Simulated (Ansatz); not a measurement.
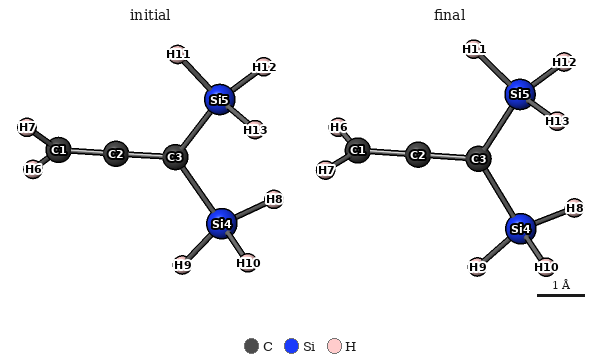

The structure of C$_{3}$H$_{8}$Si$_{2}$ before (left) and after (right) a relaxation, at one scale.

A ball-and-stick model, seen at a tilt.

The run prepares an end point of a later path (hydrogen shift) calculation, from a guessed geometry.

The calculation used RKS BHLYP-D4/def2-SVP (Ansatz 0.2.0). (no spin polarisation; force threshold 0.02 eV/Å; at most 50 steps)

> Describe what moved and what it gained.

The largest moves after the best rigid fit, 0.91 Å, are those of H6 and H7. Largest moves by element: H 0.91 Å, Si 0.12 Å, C 0.08 Å. Near-neighbour distances that change, for instance: Si4–H9 1.546 → 1.479 Å, C1–C2 1.238 → 1.302 Å, Si4–H10 1.423 → 1.483 Å, C1–H6 1.144 → 1.086 Å. Among the angles between lasting bonds that change: Si4–C3–Si5 114.4° → 122.4°, C3–Si4–H10 115.8° → 109.9°, H8–Si4–H9 104.6° → 109.9°. After 7 geometry steps the energy has fallen by 149.1 kJ/mol. The largest force component goes from 5.8 to 0.01 eV/Å. The run took 25 s on 2 threads of Arm Neoverse V2, on a shared host, peak memory 0.28 GiB.
